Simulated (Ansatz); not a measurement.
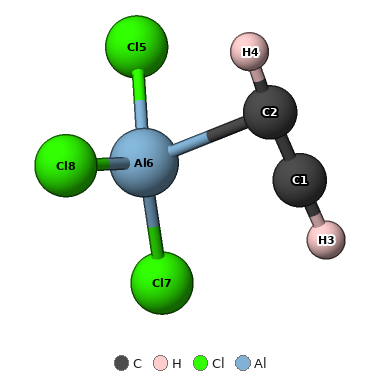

The system is C2H2AlCl3; the picture shows the reference structure. The turn is about an axis along (0.87, 0.45, 0.21) in the frame of the relaxed pair, normal to the line between the partners. Coordinates scanned: (1) distance Al6···C2; (2) turn of C1, C2, H3, H4 about Al6. The scan uses a 13 × 13 grid; 101 points were computed and 68 follow by symmetry. Points are written as (first, second). Energies are in eV, from the two partners far apart, frozen as in the relaxed pair, each in its own basis (no counterpoise correction). Method: Ansatz, RKS PBE-D4/def2-SVPD.

Its coordinates:

```xyz
8

C    -0.6682   -0.1910   -1.3303
C     0.4075    0.3974   -1.2776
H    -1.6180   -0.7100   -1.3813
H     1.3530    0.9271   -1.3233
Cl    0.1876    1.9728    1.5921
Al    0.1031   -0.0837    1.0466
Cl   -1.6939   -1.1403    1.5047
Cl    1.9290   -1.1723    1.1690
```

Range: distance Al6···C2 from 2.010 to 4.610 Å; turn of C1, C2, H3, H4 about Al6 from −60 to 60°.

### What landscape does the calculation give?

The lowest grid point is at (2.383 Å, 0°), −0.93 eV from the two partners far apart, frozen as in the relaxed pair, each in its own basis (no counterpoise correction). No other kind of well shows on this grid. The highest grid point, (2.010 Å, −60°), lies 11.50 eV above the lowest. Round the minimum the two coordinates are nearly uncoupled.

| turn of C1, C2, H3, H4 about Al6 ↓, distance Al6···C2 → | 2.010 | 2.090 | 2.222 | 2.383 | 2.568 | 2.773 | 2.995 | 3.233 | 3.484 | 3.748 | 4.024 | 4.312 | 4.610 |
| --- | --- | --- | --- | --- | --- | --- | --- | --- | --- | --- | --- | --- | --- |
| 60 | 10.57 | 9.39 | 7.65 | 5.88 | 4.26 | 2.89 | 1.80 | 1.00 | 0.48 | 0.17 | 0.02 | −0.05 | −0.07 |
| 50 | 5.02 | 4.32 | 3.36 | 2.44 | 1.66 | 1.04 | 0.57 | 0.25 | 0.05 | −0.05 | −0.10 | −0.11 | −0.10 |
| 40 | 2.12 | 1.67 | 1.10 | 0.63 | 0.30 | 0.07 | −0.08 | −0.16 | −0.18 | −0.18 | −0.16 | −0.14 | −0.11 |
| 30 | 0.66 | 0.34 | −0.01 | −0.25 | −0.38 | −0.41 | −0.40 | −0.36 | −0.30 | −0.25 | −0.20 | −0.15 | −0.12 |
| 20 | −0.05 | −0.30 | −0.55 | −0.68 | −0.70 | −0.64 | −0.56 | −0.46 | −0.37 | −0.28 | −0.21 | −0.16 | −0.12 |
| 10 | −0.38 | −0.59 | −0.79 | −0.87 | −0.84 | −0.75 | −0.63 | −0.51 | −0.39 | −0.30 | −0.22 | −0.17 | −0.12 |
| 0 | −0.47 | −0.68 | −0.86 | −0.93 | −0.89 | −0.78 | −0.65 | −0.52 | −0.40 | −0.30 | −0.23 | −0.17 | −0.12 |
| −10 | −0.38 | −0.59 | −0.79 | −0.87 | −0.84 | −0.75 | −0.63 | −0.51 | −0.39 | −0.30 | −0.22 | −0.17 | −0.12 |
| −20 | −0.05 | −0.30 | −0.55 | −0.68 | −0.70 | −0.64 | −0.56 | −0.46 | −0.37 | −0.28 | −0.21 | −0.16 | −0.12 |
| −30 | 0.66 | 0.34 | −0.01 | −0.25 | −0.38 | −0.41 | −0.40 | −0.36 | −0.30 | −0.25 | −0.20 | −0.15 | −0.12 |
| −40 | 2.12 | 1.67 | 1.10 | 0.63 | 0.30 | 0.07 | −0.08 | −0.16 | −0.18 | −0.18 | −0.16 | −0.14 | −0.11 |
| −50 | 5.02 | 4.32 | 3.36 | 2.44 | 1.66 | 1.04 | 0.57 | 0.25 | 0.05 | −0.05 | −0.10 | −0.11 | −0.10 |
| −60 | 10.57 | 9.39 | 7.65 | 5.88 | 4.26 | 2.89 | 1.80 | 1.00 | 0.48 | 0.17 | 0.02 | −0.05 | −0.07 |

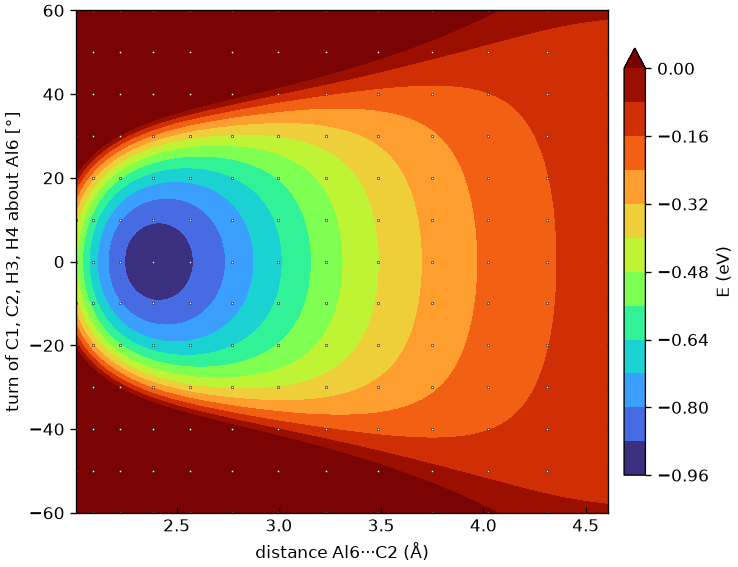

The picture shows filled contours, dots at the grid points, one colour for all values above the top of the scale. Between grid points the surface is interpolated.

Time for the 101 points that were run: 37 min on 1 thread of Arm Neoverse N1 (shared host).
